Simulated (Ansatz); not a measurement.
# A computed series for InP: pressure series

Start from InP in the zinc blende structure (space group F-43m, No. 216; a = 5.907 Å).

Cell and atoms are relaxed at each pressure.

Calculations: r2SCAN (Ansatz, a first-principles code), no SOC.

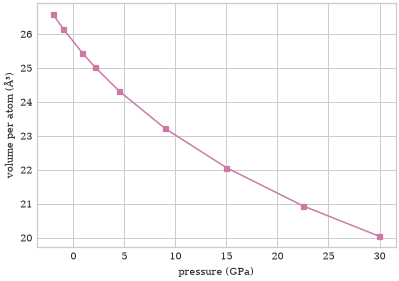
*Volume against pressure*

### Question
Estimate the zero-pressure bulk modulus from the plot.

### Answer
About 69 GPa; a third-order Birch–Murnaghan fit to the points gives V₀ = 25.76 Å³/atom, B₀ = 69 GPa and B₀′ = 4.4.

Measured bulk modulus of InP: 72 GPa (static lattice; corrected from measurement; as listed in Daniel Mejia-Rodriguez, S. B. Trickey, Phys. Rev. B (2018)); the computed value is 4 % below it.

Between the base and pressure 4.5 GPa the gap moves from 1.03 eV to 1.36 eV, a mean slope of 74 meV/GPa.

Load acts through the strain it causes; cell and atoms are relaxed under it. Stability against distortions was not tested. Measured, InP leaves this structure (for rock salt) near 9.8 GPa (temperature not stated; as listed in Datta, Sujoy, Jana, Debnarayan, arXiv (2020)).
